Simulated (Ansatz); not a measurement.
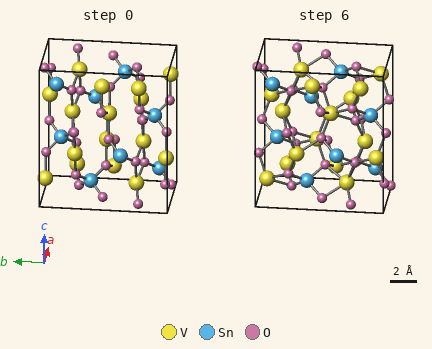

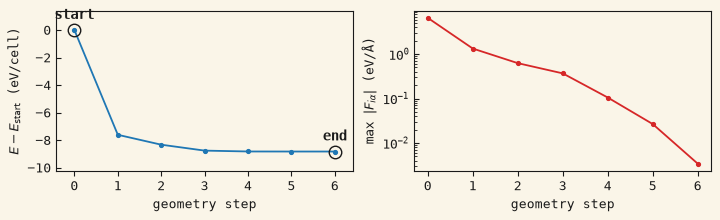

First and last geometry of a relaxation of crystalline V2SnO4 (a generated structure, set up in Fddd), with the history of the run. The picture is a ball-and-stick view of the conventional cell (4 times the calculation's cell), seen from a free direction. Lengths and directions refer to the drawn axes.

The start is a swapped structure.

The calculation used Ansatz, DFT, PAW plane waves, PBE+U. Settings: plane-wave cutoff 420 eV; k-point mesh 4 × 4 × 4; occupations cold; smearing width 0.0102 eV; collinear spin; atoms relaxed in a fixed cell; at most 40 steps.

Question: What do the curves and the structures tell?

Answer: It converged. Over 6 geometry steps the energy falls by 8.827 eV per cell of the calculation. The largest force component goes from 6.5 to 0.0034 eV/Å. The largest moves, 0.45 Å, are those of V atoms. By element the largest moves are V 0.45 Å, O 0.28 Å. Sn stays in place. The cell stays as it was. Some distances before and after: V–V 2.895 → 3.801 Å, O–V 2.871 → 2.304 Å, O–Sn 1.721 → 1.944 Å, O–V 2.217 → 2.273 Å. New bonds form: O–V (2.87 → 2.30 Å). Bond angles that change, for instance: O–V–O 179.4° → 141.3°, V–O–Sn 130.5° → 110.6°, O–Sn–O 103.7° → 93.8°. The space group stays Fddd (No. 70).
